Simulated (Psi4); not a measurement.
# singlet CH5Si+ at 3 levels

Aim: a comparison of 3 runs (HF/aug-cc-pVDZ, OMP2/aug-cc-pVDZ, CCSD/aug-cc-pVDZ) of singlet CH5Si+. 

The calculation is run with Psi4 1.11.

1 further run of the same task is left out (set aside as unsound or not needed).

### 1 The structure to begin with

CH5Si+: 7 atoms, total charge +1, spin state singlet. SMILES of the parent species: `C[SiH2]`. Geometry: relaxed at PBE0-D4/def2-TZVP. That shape belongs to the parent species and isn't relaxed for this state.

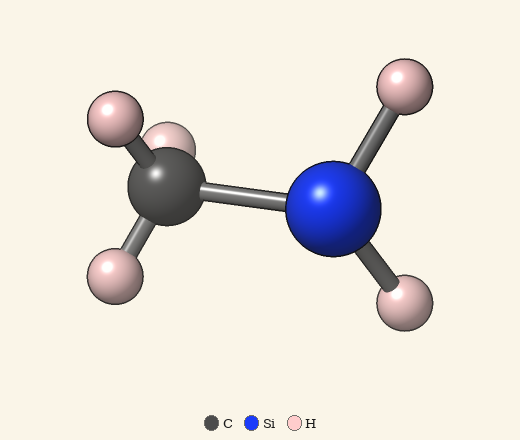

The structure, seen from a chosen angle (carbon dark grey, silicon blue, hydrogen pink).

### 2 Energy and forces at HF/aug-cc-pVDZ (run 1)

The input, job.inp:

```
memory 2200 mb

molecule mol {
  1 1
  C     -0.122600    -0.803200     0.095200
  Si     0.176200     1.034800     0.314000
  H     -0.204800    -1.054900    -0.966600
  H      0.699200    -1.383300     0.519500
  H     -1.047100    -1.107700     0.589500
  H     -0.951500     1.846400    -0.225700
  H      1.450600     1.468000    -0.326000
  symmetry c1
}

set {
  basis         aug-cc-pVDZ
  reference     rhf
  puream        true
  e_convergence 1e-09
  d_convergence 1e-08
  scf_type      pk
}

E, wfn = gradient("scf", return_wfn=True)
print_variables()
```

The run is started by

```console
$ psi4 job.inp job.out -n 1
```

job.out:

```text
[...]
  Running in c1 symmetry.
[...]
  Nuclear repulsion =   55.683077117445883
[...]
  Multiplicity = 1
[...]
  Nalpha       = 12
  Nbeta        = 12
[...]
    Number of basis functions: 95
[...]
   @RHF iter   1:  -329.28638247518120   -2.84842e-01   3.90439e-03 DIIS/ADIIS
[...]
   @RHF iter  11:  -329.38692696146416   -4.66116e-12   3.35877e-09 DIIS
[...]
    Orbital Energies [Eh]
    ---------------------
    Doubly Occupied:
       1A    -69.103428     2A    -11.446897     3A     -6.445262
       4A     -4.551433     5A     -4.548422     6A     -4.548262
       7A     -1.173728     8A     -0.926987     9A     -0.785119
      10A     -0.774607    11A     -0.715034    12A     -0.694459
[...]
  @RHF Final Energy:  -329.38692696146416
   => Energetics <=
    Nuclear Repulsion Energy =             55.6830771174458832
    One-Electron Energy =                -558.7127326668539808
    Two-Electron Energy =                 173.6427285879439069
    Total Energy =                       -329.3869269614642121
[...]
 Multipole Moments:
 ------------------------------------------------------------------------------------
     Multipole            Electronic (a.u.)      Nuclear  (a.u.)        Total (a.u.)
 ------------------------------------------------------------------------------------
 L = 1.  Multiply by 2.5417464519 to convert [e a0] to [Debye]
 Dipole X            :          0.5006455           -0.4025339            0.0981116
 Dipole Y            :          2.6919167           -2.1903070            0.5016097
 Dipole Z            :          1.8259364           -1.3721925            0.4537438
 Magnitude           :                                                    0.6834630
[...]
  -Total Gradient:
     Atom            X                  Y                   Z
    ------   -----------------  -----------------  -----------------
       1       -0.000672068074     0.006411369059    -0.040080142648
       2        0.006302767138     0.018582838041     0.079943177662
       3       -0.001904699770    -0.013264196211     0.004834865915
       4        0.001023280158     0.001336487048     0.001852936752
       5       -0.000386517093     0.001551595757     0.001880539359
       6       -0.000383372284    -0.007586968043    -0.024296317210
       7       -0.003979390075    -0.007031125647    -0.024135059829
[...]
```

Run time: 15 s. Hardware: 1 thread of AMD EPYC 7R43 (Zen 3), shared host; peak memory 0.42 GiB.

### 3 The energy at OMP2/aug-cc-pVDZ (density fitting for correlation) (run 2)

The input, ch5si.inp:

```
memory 2200 MB

molecule m {
  1 1
  C     -0.122600    -0.803200     0.095200
  Si     0.176200     1.034800     0.314000
  H     -0.204800    -1.054900    -0.966600
  H      0.699200    -1.383300     0.519500
  H     -1.047100    -1.107700     0.589500
  H     -0.951500     1.846400    -0.225700
  H      1.450600     1.468000    -0.326000
  symmetry c1
}

set globals {
  basis           aug-cc-pVDZ
  puream          true
  e_convergence   1e-09
  d_convergence   1e-08
  scf_type        pk
  num_frozen_docc 6
}

energy("omp2")
```

The run is started by

```console
$ psi4 -i ch5si.inp -o ch5si.out -n 1
```

ch5si.out:

```text
[...]
  Running in c1 symmetry.
[...]
  Nuclear repulsion =   55.683077117445883
[...]
  Multiplicity = 1
[...]
  Nalpha       = 12
  Nbeta        = 12
[...]
    Number of basis functions: 95
[...]
   @RHF iter   1:  -329.28638247518120   -2.84842e-01   3.90439e-03 DIIS/ADIIS
[...]
   @RHF iter  11:  -329.38692696146416   -4.66116e-12   3.35877e-09 DIIS
[...]
    Orbital Energies [Eh]
    ---------------------
    Doubly Occupied:
       1A    -69.103428     2A    -11.446897     3A     -6.445262
       4A     -4.551433     5A     -4.548422     6A     -4.548262
       7A     -1.173728     8A     -0.926987     9A     -0.785119
      10A     -0.774607    11A     -0.715034    12A     -0.694459
[...]
  @RHF Final Energy:  -329.38692696146416
   => Energetics <=
    Nuclear Repulsion Energy =             55.6830771174458832
    One-Electron Energy =                -558.7127326668539808
    Two-Electron Energy =                 173.6427285879439069
    Total Energy =                       -329.3869269614642121
[...]
 Multipole Moments:
 ------------------------------------------------------------------------------------
     Multipole            Electronic (a.u.)      Nuclear  (a.u.)        Total (a.u.)
 ------------------------------------------------------------------------------------
 L = 1.  Multiply by 2.5417464519 to convert [e a0] to [Debye]
 Dipole X            :          0.5006455           -0.4025339            0.0981116
 Dipole Y            :          2.6919167           -2.1903070            0.5016097
 Dipole Z            :          1.8259364           -1.3721925            0.4537438
 Magnitude           :                                                    0.6834630
[...]
	Warning: cc_lambda option is changed to TRUE
	For this residual convergence, default PCG convergence is:     1.00e-07
[...]
	DF-MP2 Total Energy (a.u.)         :  -329.62494452766964
[...]
	DF-MP2 Total Energy (a.u.)         :  -329.62726258374244
[...]
	DF-OMP2 Total Energy (a.u.)        :  -329.62726258374425
[...]
```

Run time: 23 s. Hardware: 1 thread of AMD EPYC 7R43 (Zen 3), shared host; peak memory 0.42 GiB.

### 4 The energy at CCSD/aug-cc-pVDZ (run 3)

The input, calc.py:

```python
import psi4

psi4.set_memory(2200000000)
psi4.set_num_threads(1)
psi4.core.set_output_file('run.log', False)

m = psi4.geometry("""
1 1
C
Si 1 1.87494
H 1 1.094317 2 110.52863
H 1 1.091743 3 108.14509 2 -121.48438
H 1 1.091674 4 108.25734 3 116.95988
H 2 1.490529 1 111.77425 5 -58.24645
H 2 1.490422 6 109.46142 1 124.39949
symmetry c1
no_reorient
no_com
""")

psi4.set_options(dict(basis='aug-cc-pVDZ', puream=True, e_convergence=1e-09, d_convergence=1e-08, scf_type='pk', num_frozen_docc=6))

result, w = psi4.energy("ccsd", molecule=m, return_wfn=True)
print('E =', round(result, 9))
for k, v in sorted(psi4.core.scalar_variables().items()):
    print(f'{k:45s} {v:18.10f}')
```

The run is started by

```console
$ python calc.py
```

run.log:

```text
[...]
  Running in c1 symmetry.
[...]
  Nuclear repulsion =   55.683071782465383
[...]
  Multiplicity = 1
[...]
  Nalpha       = 12
  Nbeta        = 12
[...]
    Number of basis functions: 95
[...]
   @RHF iter   1:  -329.28638249456429   -2.84843e-01   3.90439e-03 ADIIS/DIIS
[...]
   @RHF iter  11:  -329.38692696452472   -6.53699e-12   3.35877e-09 DIIS
[...]
    Orbital Energies [Eh]
    ---------------------
    Doubly Occupied:
       1A    -69.103428     2A    -11.446897     3A     -6.445262
       4A     -4.551433     5A     -4.548422     6A     -4.548262
       7A     -1.173728     8A     -0.926987     9A     -0.785118
      10A     -0.774606    11A     -0.715034    12A     -0.694459
[...]
  @RHF Final Energy:  -329.38692696452472
   => Energetics <=
    Nuclear Repulsion Energy =             55.6830717824653831
    One-Electron Energy =                -558.7127223063909014
    Two-Electron Energy =                 173.6427235594008209
    Total Energy =                       -329.3869269645247186
[...]
 Multipole Moments:
 ------------------------------------------------------------------------------------
     Multipole            Electronic (a.u.)      Nuclear  (a.u.)        Total (a.u.)
 ------------------------------------------------------------------------------------
 L = 1.  Multiply by 2.5417464519 to convert [e a0] to [Debye]
 Dipole X            :          0.0027574           -0.0019663            0.0007911
 Dipole Y            :         -1.4953098            1.1039403           -0.3913695
 Dipole Z            :          2.9317486           -2.3714353            0.5603133
 Magnitude           :                                                    0.6834630
[...]
      * MP2 total energy                      = -329.625072439168036
[...]
      * CCSD total energy                     = -329.663023964701949
```

The script printed:

```text
E = -329.663023965
CC D1 DIAGNOSTIC                                    0.0310045818
CC D2 DIAGNOSTIC                                    0.1571756746
CC NEW D1 DIAGNOSTIC                                0.0310045818
CC T1 DIAGNOSTIC                                    0.0119871783
CCSD CORRELATION ENERGY                            -0.2760970002
CCSD DOUBLES ENERGY                                -0.2760970002
CCSD ITERATIONS                                    17.0000000000
CCSD OPPOSITE-SPIN CORRELATION ENERGY              -0.2337084036
CCSD SAME-SPIN CORRELATION ENERGY                  -0.0423885966
CCSD SINGLES ENERGY                                 0.0000000000
CCSD TOTAL ENERGY                                -329.6630239647
CURRENT CORRELATION ENERGY                         -0.2760970002
CURRENT ENERGY                                   -329.6630239647
CURRENT REFERENCE ENERGY                         -329.3869269645
DD SOLVATION ENERGY                                 0.0000000000
HF KINETIC ENERGY                                 329.1941799071
HF POTENTIAL ENERGY                              -658.5811068717
HF TOTAL ENERGY                                  -329.3869269645
HF VIRIAL RATIO                                     2.0005855117
MP2 CORRELATION ENERGY                             -0.2381454746
MP2 DOUBLES ENERGY                                 -0.2381454746
MP2 OPPOSITE-SPIN CORRELATION ENERGY               -0.1948925131
MP2 SAME-SPIN CORRELATION ENERGY                   -0.0432529616
MP2 SINGLES ENERGY                                 -0.0000000000
MP2 TOTAL ENERGY                                 -329.6250724392
NUCLEAR REPULSION ENERGY                           55.6830717825
ONE-ELECTRON ENERGY                              -558.7127223064
PCM POLARIZATION ENERGY                             0.0000000000
PE ENERGY                                           0.0000000000
SCF ITERATION ENERGY                             -329.3869269645
SCF ITERATIONS                                     11.0000000000
SCF TOTAL ENERGY                                 -329.3869269645
TWO-ELECTRON ENERGY                               173.6427235594
```

Wall time 37 s (1 thread of AMD EPYC 7R43 (Zen 3), shared host); peak memory 0.9 GiB.

### 5 All runs side by side

| run | level | task | frozen core orbitals | energy (Eh) | HOMO energy (eV) | LUMO energy (eV) | HOMO–LUMO gap (eV) | wall time |
| --- | --- | --- | --- | --- | --- | --- | --- | --- |
| 1 | HF/aug-cc-pVDZ | gradient | 0 | -329.386927 | -18.90 | -6.95 | 11.94 | 15 s |
| 2 | OMP2/aug-cc-pVDZ (density fitting for correlation) | energy | 6 | -329.627263 | -18.90 | -6.95 | 11.94 | 23 s |
| 3 | CCSD/aug-cc-pVDZ | energy | 6 | -329.663024 | -18.90 | -6.95 | 11.94 | 37 s |

### 6 Summary of results

| quantity | value |
| --- | --- |
| run 3: total energy | -329.66302 Eh |
| run 3: HOMO energy (Hartree–Fock orbitals) | -18.90 eV |
| run 3: LUMO energy (Hartree–Fock orbitals) | -6.95 eV |
| run 3: HOMO–LUMO gap (Hartree–Fock orbitals) | 11.94 eV |
| run 3: correlation energy (6 core orbitals frozen) | -276.1 mEh |
| run 3: T1 diagnostic | 0.012 |

Below the HF energy at the same shape and in the same basis (aug-cc-pVDZ): OMP2 -240.3 mEh; CCSD -276.1 mEh. All runs together took 75 s, the longest 37 s.
